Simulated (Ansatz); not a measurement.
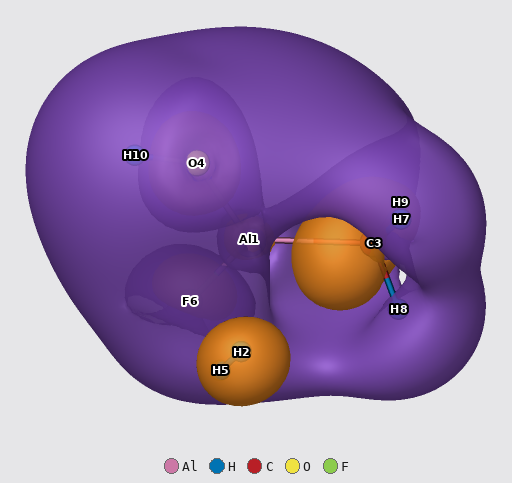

Figure 1: CH4AlFO···H2. One frontier orbital at ±0.04 Å⁻³ᐟ² (orange and purple are the two phases), seen at a tilt.

Theory: Ansatz 0.2.0, UKS PBE/def2-SVP.

```xyz
10

Al   -0.3554   -0.5281    0.0978
H     1.3549    0.3580    1.5426
C     0.1193    0.7028   -1.3264
O    -1.6740   -0.1688    1.1372
H     1.5569   -0.3754    1.4058
F     0.3699   -2.0517    0.2249
H    -0.1367    1.7486   -1.0584
H     1.2006    0.6559   -1.5692
H    -0.4372    0.4557   -2.2555
H    -1.9983   -0.7967    1.8014
```

**Which orbital is it: HOMO or LUMO?**

The LUMO, at −0.47 eV. By Hirshfeld shares it lies mainly on Al1 (about 50 %), O4 (about 10 %), C3 (about 10 %), F6 (about 10 %) and H10 (about 10 %).
